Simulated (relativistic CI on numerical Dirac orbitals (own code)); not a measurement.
# Pd⁴⁺: relativistic CI calculation

System: Pd⁴⁺.
Method: Dirac-Coulomb-Breit CI, KLI orbitals optimised for each configuration, model QED (radiative potential, 1s self-energy scaled to tabulated hydrogen-like ionisation energies), valence Slater integrals scaled by 0.7, multiplet model of photoemission in the sudden approximation in a parametric crystal field (relativistic CI on numerical Dirac orbitals, in-house).

### Results in brief

| quantity | value |
| --- | --- |
| outcome | converged |
| hardware | 1 CPU thread, shared host |

### Remarks

To bear in mind: free-ion energies without screening by ligands, so binding energies differ from solids by tens of eV.

### Input file
```
atom Pd  Z=46  charge=4  electrons=42
nucleus A=106  rms_radius_fm=4.5318
hamiltonian dirac-coulomb  breit=on  qed=on  c_scale=1
orbitals kli  potential=per-configuration
slater_scale 0.7
correlation none
mixing on
configurations
  [Kr] 4d6
  [Kr] 4d5
end
photoemission 4d valence T=300 lorentz=0.3 gauss=0.5
crystal_field Oh 10Dq=22300
```

The program writes its results to a structured record and prints no log; tables and figures of this report are taken from that record.

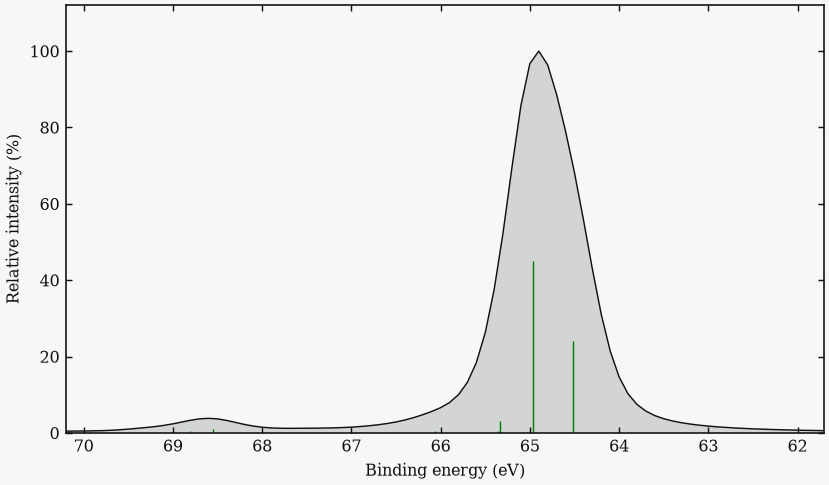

4d valence photoemission of Pd⁴⁺, [Kr] 4d⁶, in a field of Oh symmetry with 10Dq = 22,300 cm⁻¹. Sticks are the strongest transitions, on a scale of their own. Multiplet model: relativistic Dirac–Coulomb–Breit theory, one configuration a step, Slater integrals scaled by 0.7, 300 K, Voigt broadening (Lorentzian 0.3 eV, Gaussian 0.5 eV full widths), computed with a radial Dirac CI code. The main maxima lie at 64.9 eV (100), heights in % of the largest; the centroid is at 65.0 eV. The ground state has S = 0.13.
